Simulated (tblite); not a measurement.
Geometry relaxation of C7H15GaO (part 4 of 4)

Continued. System: C7H15GaO, SMILES C[CH2][Ga-]([C]#[O+])([CH2]C)[CH2]C. Method: GFN2-xTB geometry optimisation, gas phase (tblite 0.8.0). 

Geometry of the input (Å):
```
C  -1.1608  2.5939  0.4462
C  -0.9408  1.6905  -0.7705
Ga 0.1666  0.0678  -0.2915
C  -0.6143  -1.7402  -0.4218
C  -2.0960  -1.8477  -0.7430
C  2.0086  0.3116  0.3209
C  2.8468  -0.9582  0.4308
H  -1.7334  3.5137  0.1790
H  -0.2252  2.9369  0.9068
H  -1.7632  2.0962  1.2519
H  -1.8943  1.3709  -1.2073
H  -0.3906  2.2299  -1.5304
H  -0.0124  -2.3129  -1.1172
H  -0.3984  -2.2543  0.5554
H  -2.4621  -2.8684  -0.7993
H  -2.7292  -1.3160  0.0025
H  -2.3071  -1.3809  -1.7309
H  1.9545  0.8080  1.3086
H  2.5116  1.0550  -0.3216
H  2.3841  -1.6970  1.1221
H  3.8544  -0.7659  0.8368
H  2.9629  -1.4572  -0.5350
C  -0.6432  0.0033  1.6083
O  -1.1114  -0.0744  2.6181
```

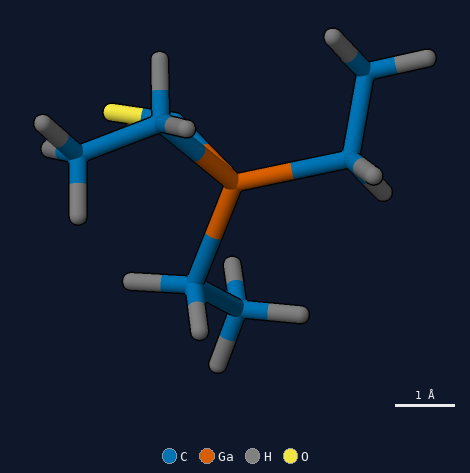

Figure 1. The geometry at step 127 of the log (stick view, seen at a tilt).

## Trajectory as extended XYZ, continued
```
24
Properties=species:S:1:pos:R:3:forces:R:3 step=109 energy=-756.02881
C    -1.0733    2.8892    0.2181    0.0070  -0.0040  -0.0010
C    -1.0212    1.7840   -0.8477    0.0030  -0.0070  -0.0040
Ga   -0.0336    0.1305   -0.1567   -0.0100   0.0010  -0.0040
C    -0.6461   -1.7899   -0.6456   -0.0040  -0.0010  -0.0070
C    -2.1695   -1.9440   -0.6797    0.0000   0.0100  -0.0140
C     1.9244    0.3799    0.5178    0.0330   0.0060   0.0010
C     2.6602   -0.9386    0.7541    0.0060   0.0010   0.0030
H    -1.5212    3.8007   -0.1809   -0.0080  -0.0080  -0.0020
H    -0.0687    3.1323    0.5690    0.0020  -0.0040   0.0050
H    -1.6615    2.5650    1.0778    0.0100   0.0030  -0.0020
H    -2.0420    1.5367   -1.1660    0.0050   0.0080   0.0060
H    -0.5153    2.1769   -1.7405   -0.0080   0.0090  -0.0040
H    -0.2493   -2.0297   -1.6422    0.0080   0.0090  -0.0020
H    -0.2087   -2.5313    0.0351   -0.0160  -0.0110   0.0080
H    -2.4526   -2.9486   -0.9983   -0.0070  -0.0120   0.0120
H    -2.6058   -1.7596    0.3034    0.0130  -0.0010  -0.0090
H    -2.6080   -1.2328   -1.3809   -0.0030   0.0000   0.0120
H     1.9883    1.0072    1.4154   -0.0070   0.0000   0.0030
H     2.4473    0.9381   -0.2713   -0.0110   0.0090  -0.0100
H     2.1790   -1.5274    1.5374   -0.0020   0.0100   0.0030
H     3.6928   -0.7612    1.0607   -0.0060  -0.0060  -0.0010
H     2.6722   -1.5375   -0.1581    0.0050  -0.0050   0.0110
C    -0.4319   -0.3064    1.8576    0.0070  -0.0570   0.0610
O    -0.0482   -1.0291    2.6403   -0.0170   0.0500  -0.0650
24
Properties=species:S:1:pos:R:3:forces:R:3 step=113 energy=-756.02929
C    -1.0697    2.8891    0.2174    0.0030   0.0000   0.0010
C    -1.0226    1.7839   -0.8487    0.0050   0.0050   0.0020
Ga   -0.0347    0.1295   -0.1608    0.0030  -0.0100   0.0010
C    -0.6474   -1.7912   -0.6540   -0.0010  -0.0040   0.0030
C    -2.1708   -1.9459   -0.6816   -0.0050  -0.0040   0.0060
C     1.9253    0.3816    0.5194   -0.0150  -0.0040  -0.0060
C     2.6586   -0.9371    0.7607    0.0000   0.0020   0.0000
H    -1.5191    3.7996   -0.1820    0.0010   0.0010   0.0050
H    -0.0644    3.1312    0.5668    0.0050   0.0020  -0.0090
H    -1.6551    2.5678    1.0799    0.0000  -0.0100  -0.0030
H    -2.0451    1.5392   -1.1632    0.0030   0.0000   0.0060
H    -0.5201    2.1781   -1.7430   -0.0060   0.0020  -0.0020
H    -0.2538   -2.0310   -1.6519    0.0110   0.0040   0.0100
H    -0.2106   -2.5321    0.0285   -0.0060  -0.0050  -0.0150
H    -2.4572   -2.9513   -0.9966    0.0060   0.0050  -0.0030
H    -2.5991   -1.7637    0.3051   -0.0020   0.0100   0.0020
H    -2.6146   -1.2334   -1.3777   -0.0050  -0.0010   0.0010
H     1.9845    1.0106    1.4162    0.0010  -0.0010  -0.0070
H     2.4459    0.9390   -0.2718    0.0030   0.0020   0.0030
H     2.1710   -1.5259    1.5402   -0.0020   0.0140   0.0060
H     3.6888   -0.7619    1.0752    0.0060   0.0030   0.0020
H     2.6769   -1.5370   -0.1506    0.0030  -0.0010   0.0020
C    -0.4295   -0.3081    1.8567   -0.0040  -0.0080   0.0030
O    -0.0301   -1.0264    2.6348   -0.0030   0.0000  -0.0080
24
Properties=species:S:1:pos:R:3:forces:R:3 step=118 energy=-756.02959
C    -1.0664    2.8905    0.2159    0.0010  -0.0020   0.0000
C    -1.0194    1.7842   -0.8489   -0.0060  -0.0010  -0.0010
Ga   -0.0353    0.1279   -0.1594    0.0000   0.0090  -0.0020
C    -0.6482   -1.7909   -0.6551   -0.0020  -0.0020   0.0000
C    -2.1716   -1.9460   -0.6806    0.0010   0.0040  -0.0030
C     1.9228    0.3814    0.5200    0.0080   0.0040  -0.0030
C     2.6579   -0.9356    0.7637   -0.0010   0.0030   0.0020
H    -1.5191    3.7991   -0.1841    0.0030   0.0020   0.0080
H    -0.0608    3.1356    0.5626    0.0010   0.0010  -0.0030
H    -1.6505    2.5675    1.0787    0.0090  -0.0020   0.0020
H    -2.0431    1.5390   -1.1586   -0.0060  -0.0050  -0.0030
H    -0.5219    2.1785   -1.7457    0.0020  -0.0040   0.0010
H    -0.2523   -2.0243   -1.6536   -0.0090  -0.0010  -0.0030
H    -0.2121   -2.5372    0.0211    0.0060  -0.0010   0.0040
H    -2.4565   -2.9507   -0.9986   -0.0040   0.0030   0.0020
H    -2.5971   -1.7663    0.3080   -0.0010   0.0000  -0.0070
H    -2.6185   -1.2319   -1.3732    0.0010  -0.0030   0.0010
H     1.9832    1.0118    1.4157   -0.0030   0.0020  -0.0040
H     2.4421    0.9386   -0.2721    0.0050   0.0020  -0.0040
H     2.1724   -1.5182    1.5488    0.0020  -0.0020   0.0080
H     3.6899   -0.7604    1.0727    0.0000   0.0100   0.0040
H     2.6721   -1.5403   -0.1444    0.0000  -0.0050  -0.0010
C    -0.4327   -0.3137    1.8564    0.0050  -0.0130   0.0040
O    -0.0277   -1.0342    2.6296   -0.0100   0.0020  -0.0050
24
Properties=species:S:1:pos:R:3:forces:R:3 step=122 energy=-756.02977
C    -1.0639    2.8913    0.2144    0.0020   0.0010   0.0020
C    -1.0206    1.7842   -0.8496    0.0030  -0.0030   0.0010
Ga   -0.0358    0.1288   -0.1588    0.0040  -0.0060   0.0020
C    -0.6487   -1.7903   -0.6574   -0.0010  -0.0010  -0.0020
C    -2.1722   -1.9460   -0.6806   -0.0020  -0.0050   0.0050
C     1.9232    0.3827    0.5201   -0.0090  -0.0010  -0.0020
C     2.6577   -0.9343    0.7671    0.0020   0.0050   0.0050
H    -1.5186    3.8003   -0.1824   -0.0060   0.0000  -0.0020
H    -0.0571    3.1383    0.5556    0.0050  -0.0060   0.0010
H    -1.6431    2.5676    1.0799    0.0050   0.0000   0.0090
H    -2.0445    1.5380   -1.1583    0.0010   0.0060  -0.0010
H    -0.5218    2.1766   -1.7466   -0.0070  -0.0040  -0.0050
H    -0.2547   -2.0210   -1.6573   -0.0090   0.0010  -0.0040
H    -0.2102   -2.5386    0.0157   -0.0040   0.0070  -0.0010
H    -2.4581   -2.9496   -1.0007    0.0010  -0.0020   0.0010
H    -2.5957   -1.7695    0.3092   -0.0020   0.0000   0.0040
H    -2.6231   -1.2307   -1.3692    0.0120   0.0050  -0.0070
H     1.9831    1.0140    1.4151   -0.0030   0.0050  -0.0030
H     2.4416    0.9397   -0.2729    0.0060  -0.0080   0.0000
H     2.1760   -1.5120    1.5587    0.0010   0.0050  -0.0060
H     3.6908   -0.7569    1.0717   -0.0010   0.0010  -0.0050
H     2.6671   -1.5446   -0.1378    0.0050   0.0070   0.0140
C    -0.4376   -0.3224    1.8557    0.0060   0.0080  -0.0160
O    -0.0264   -1.0409    2.6272   -0.0070  -0.0150   0.0110
24
Properties=species:S:1:pos:R:3:forces:R:3 step=127 energy=-756.03015
C    -1.0560    2.8911    0.2133    0.0060  -0.0060   0.0020
C    -1.0211    1.7837   -0.8512   -0.0050  -0.0040   0.0040
Ga   -0.0381    0.1267   -0.1611    0.0040   0.0060  -0.0150
C    -0.6512   -1.7899   -0.6641   -0.0050  -0.0020  -0.0060
C    -2.1746   -1.9466   -0.6792    0.0000   0.0000   0.0000
C     1.9188    0.3838    0.5185    0.0020  -0.0020   0.0040
C     2.6561   -0.9287    0.7780    0.0010   0.0030   0.0020
H    -1.5187    3.7995   -0.1764    0.0020  -0.0140  -0.0010
H    -0.0461    3.1399    0.5440    0.0060   0.0010  -0.0060
H    -1.6230    2.5634    1.0858    0.0000   0.0070   0.0000
H    -2.0473    1.5395   -1.1531   -0.0070   0.0020   0.0010
H    -0.5279    2.1715   -1.7534   -0.0020   0.0070   0.0100
H    -0.2657   -2.0130   -1.6689    0.0030  -0.0090  -0.0030
H    -0.2075   -2.5415    0.0014    0.0020  -0.0010  -0.0020
H    -2.4617   -2.9493   -1.0012   -0.0010   0.0010  -0.0010
H    -2.5939   -1.7734    0.3129   -0.0030   0.0040   0.0040
H    -2.6260   -1.2285   -1.3644   -0.0050   0.0010  -0.0030
H     1.9715    1.0203    1.4105    0.0070   0.0120  -0.0070
H     2.4431    0.9350   -0.2747   -0.0120   0.0040   0.0010
H     2.1769   -1.5000    1.5749    0.0000   0.0000   0.0110
H     3.6890   -0.7449    1.0783    0.0060  -0.0030   0.0060
H     2.6658   -1.5482   -0.1199    0.0080   0.0000  -0.0070
C    -0.4376   -0.3356    1.8494   -0.0010   0.0290  -0.0210
O    -0.0177   -1.0503    2.6195   -0.0060  -0.0330   0.0260
24
Properties=species:S:1:pos:R:3:forces:R:3 step=131 energy=-756.03067
C    -1.0455    2.8852    0.2152   -0.0040   0.0010   0.0060
C    -1.0231    1.7819   -0.8534   -0.0020   0.0070   0.0020
Ga   -0.0375    0.1228   -0.1709    0.0110  -0.0030   0.0140
C    -0.6548   -1.7938   -0.6725    0.0090  -0.0050  -0.0020
C    -2.1780   -1.9474   -0.6791   -0.0050   0.0020  -0.0010
C     1.9182    0.3857    0.5164   -0.0110   0.0020  -0.0020
C     2.6596   -0.9219    0.7893   -0.0010   0.0080   0.0050
H    -1.5215    3.7910   -0.1627    0.0070   0.0100  -0.0170
H    -0.0320    3.1394    0.5296    0.0090   0.0000  -0.0060
H    -1.5970    2.5538    1.0955   -0.0020  -0.0130   0.0210
H    -2.0531    1.5431   -1.1461   -0.0080  -0.0120   0.0020
H    -0.5389    2.1745   -1.7582    0.0030  -0.0030   0.0050
H    -0.2777   -2.0154   -1.6806    0.0110  -0.0060  -0.0120
H    -0.2068   -2.5481   -0.0134    0.0030   0.0000   0.0130
H    -2.4701   -2.9495   -0.9993    0.0030   0.0100   0.0010
H    -2.5938   -1.7713    0.3142    0.0030   0.0030  -0.0020
H    -2.6264   -1.2276   -1.3640   -0.0300   0.0010  -0.0040
H     1.9640    1.0324    1.4014    0.0070  -0.0050   0.0020
H     2.4444    0.9327   -0.2784   -0.0120   0.0000  -0.0110
H     2.1845   -1.4857    1.5945   -0.0060   0.0000  -0.0080
H     3.6923   -0.7318    1.0867    0.0070   0.0000   0.0010
H     2.6704   -1.5502   -0.1031    0.0050   0.0040   0.0140
C    -0.4447   -0.3386    1.8451    0.0170   0.0120  -0.0280
O    -0.0255   -1.0566    2.6126   -0.0150  -0.0120   0.0070
24
Properties=species:S:1:pos:R:3:forces:R:3 step=135 energy=-756.03155
C    -1.0303    2.8822    0.2177    0.0030   0.0070  -0.0020
C    -1.0295    1.7785   -0.8503    0.0040  -0.0320   0.0060
Ga   -0.0359    0.1173   -0.1788   -0.0280   0.0010   0.0050
C    -0.6589   -1.7980   -0.6859    0.0070   0.0290  -0.0040
C    -2.1833   -1.9439   -0.6786    0.0090   0.0090  -0.0170
C     1.9153    0.3912    0.5099    0.0180   0.0010   0.0020
C     2.6622   -0.9069    0.8115    0.0090  -0.0060  -0.0090
H    -1.5134    3.7864   -0.1559    0.0000   0.0060   0.0150
H    -0.0088    3.1378    0.5062   -0.0150  -0.0040   0.0070
H    -1.5622    2.5511    1.1117    0.0180   0.0140  -0.0180
H    -2.0649    1.5436   -1.1291    0.0170  -0.0080   0.0100
H    -0.5543    2.1680   -1.7610   -0.0070   0.0010  -0.0010
H    -0.2922   -2.0191   -1.6977    0.0120  -0.0050  -0.0050
H    -0.2066   -2.5530   -0.0308   -0.0060  -0.0110   0.0070
H    -2.4808   -2.9444   -0.9948   -0.0120  -0.0310  -0.0010
H    -2.5903   -1.7639    0.3171    0.0010   0.0040   0.0120
H    -2.6370   -1.2259   -1.3623   -0.0090   0.0110   0.0030
H     1.9564    1.0575    1.3807    0.0010  -0.0100   0.0100
H     2.4404    0.9245   -0.2950   -0.0040  -0.0020  -0.0120
H     2.1809   -1.4616    1.6194    0.0120   0.0050  -0.0030
H     3.6929   -0.7101    1.1135   -0.0210   0.0160   0.0120
H     2.6857   -1.5492   -0.0704   -0.0070  -0.0010   0.0010
C    -0.4489   -0.3647    1.8325   -0.0100   0.0570  -0.0760
O    -0.0294   -1.0929    2.5892    0.0110  -0.0500   0.0540
24
Properties=species:S:1:pos:R:3:forces:R:3 step=140 energy=-756.03255
C    -1.0110    2.8714    0.2234    0.0030   0.0020   0.0010
C    -1.0316    1.7713   -0.8483   -0.0020   0.0160  -0.0020
Ga   -0.0368    0.1097   -0.1928    0.0120  -0.0050  -0.0020
C    -0.6631   -1.8019   -0.7014   -0.0050  -0.0060  -0.0010
C    -2.1886   -1.9403   -0.6817   -0.0050  -0.0050   0.0020
C     1.9122    0.3934    0.5004   -0.0110  -0.0010  -0.0010
C     2.6691   -0.8914    0.8311   -0.0080   0.0040   0.0000
H    -1.5120    3.7736   -0.1301   -0.0020   0.0080   0.0020
H     0.0149    3.1339    0.4859    0.0120   0.0020   0.0000
H    -1.5129    2.5314    1.1303   -0.0100   0.0060   0.0100
H    -2.0725    1.5396   -1.1063   -0.0040  -0.0150   0.0020
H    -0.5758    2.1656   -1.7665   -0.0030  -0.0060  -0.0080
H    -0.3033   -2.0271   -1.7150    0.0030   0.0010   0.0000
H    -0.2113   -2.5593   -0.0477   -0.0060   0.0030   0.0000
H    -2.4948   -2.9431   -0.9856   -0.0010   0.0070   0.0000
H    -2.5858   -1.7491    0.3169    0.0070  -0.0070  -0.0030
H    -2.6459   -1.2242   -1.3652    0.0000  -0.0030  -0.0050
H     1.9407    1.0756    1.3594    0.0110  -0.0030   0.0000
H     2.4353    0.9156   -0.3136    0.0020  -0.0020   0.0100
H     2.1882   -1.4369    1.6454   -0.0050   0.0010  -0.0020
H     3.6931   -0.6761    1.1415    0.0010   0.0060  -0.0080
H     2.7053   -1.5485   -0.0390    0.0120  -0.0040   0.0040
C    -0.4549   -0.3724    1.8083    0.0040  -0.0080   0.0070
O    -0.0512   -1.1063    2.5694   -0.0060   0.0080  -0.0030
24
Properties=species:S:1:pos:R:3:forces:R:3 step=144 energy=-756.03271
C    -1.0079    2.8724    0.2239   -0.0020   0.0040   0.0020
C    -1.0324    1.7712   -0.8470   -0.0010  -0.0050   0.0040
Ga   -0.0357    0.1083   -0.1945   -0.0030   0.0070  -0.0030
C    -0.6645   -1.8025   -0.7041    0.0010  -0.0060  -0.0020
C    -2.1901   -1.9398   -0.6824    0.0040  -0.0010  -0.0010
C     1.9114    0.3947    0.4990    0.0040  -0.0030  -0.0010
C     2.6689   -0.8881    0.8346    0.0060  -0.0050   0.0010
H    -1.5098    3.7750   -0.1280    0.0060   0.0010  -0.0020
H     0.0195    3.1338    0.4827   -0.0020   0.0020  -0.0020
H    -1.5079    2.5345    1.1331    0.0010   0.0020  -0.0030
H    -2.0737    1.5358   -1.1011    0.0000   0.0000   0.0060
H    -0.5799    2.1628   -1.7681   -0.0070   0.0020  -0.0010
H    -0.3044   -2.0294   -1.7171   -0.0020   0.0030  -0.0030
H    -0.2133   -2.5597   -0.0499   -0.0030  -0.0020   0.0030
H    -2.4976   -2.9424   -0.9848   -0.0010  -0.0010  -0.0040
H    -2.5839   -1.7481    0.3171   -0.0030  -0.0020   0.0020
H    -2.6483   -1.2241   -1.3657    0.0010  -0.0010  -0.0010
H     1.9423    1.0801    1.3554   -0.0010  -0.0030   0.0020
H     2.4352    0.9137   -0.3163    0.0040   0.0020  -0.0010
H     2.1861   -1.4318    1.6486    0.0020  -0.0010   0.0040
H     3.6920   -0.6700    1.1462   -0.0010   0.0040   0.0010
H     2.7103   -1.5486   -0.0327    0.0010   0.0000  -0.0040
C    -0.4557   -0.3786    1.8052   -0.0050   0.0030  -0.0020
O    -0.0536   -1.1146    2.5649    0.0010   0.0000   0.0070
```

## Summary

| quantity | value |
| --- | --- |
| outcome | converged |
| total energy | −756.0327 eV |
| hardware | 1 CPU thread, shared host |
| wall time | 3 s |
| peak memory | 0.32 GiB |
